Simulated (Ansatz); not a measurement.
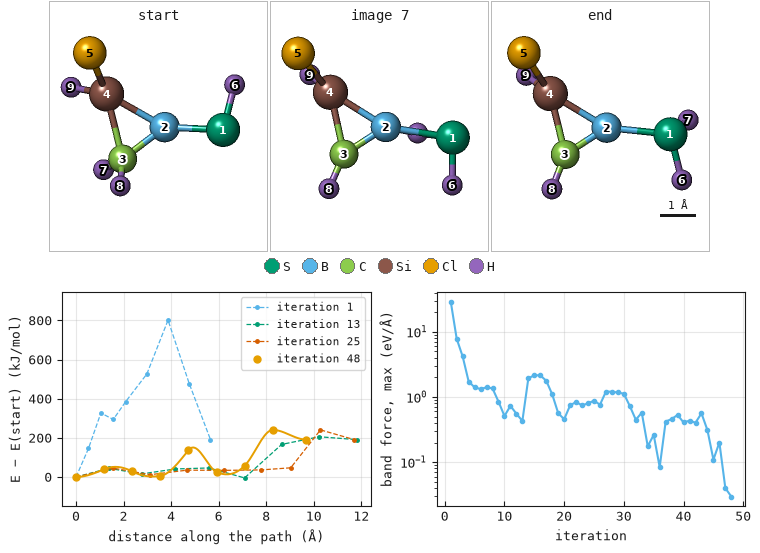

A nudged-elastic-band calculation for CH4BClSSi. Images are numbered from 0 (start) to 8 (end). The plot follows the band through its iterations. Style: ball-and-stick. Shown from a free direction.

Method: RKS PBE-D4/def2-SVP (Ansatz 0.2.0). Set-up: 7 movable images; climbing image; force threshold 0.03 eV/Å; iteration limit 60; starting path through a guess of the saddle point.

### Did the band converge, and can the barrier be trusted?

The run is converged, with reservations. The band converged in 48 iterations. The largest component of the band force went from 29 to 0.03 eV/Å. The climbing image converged on the top of the path. Its vibrational analysis gives 2 imaginary modes over 30i cm⁻¹, so it isn't confirmed as a transition state. The first iteration put the highest image at 801.5 kJ/mol. The energy climbs by 240.8 kJ/mol to image 7 and then falls by 49.8 kJ/mol, so the end point sits at +191.0 kJ/mol. The profile has 3 maxima (images 1, 4, 7) with a dip at image 3, 5 (+5.7 kJ/mol, +25.6 kJ/mol), so the process runs in steps.
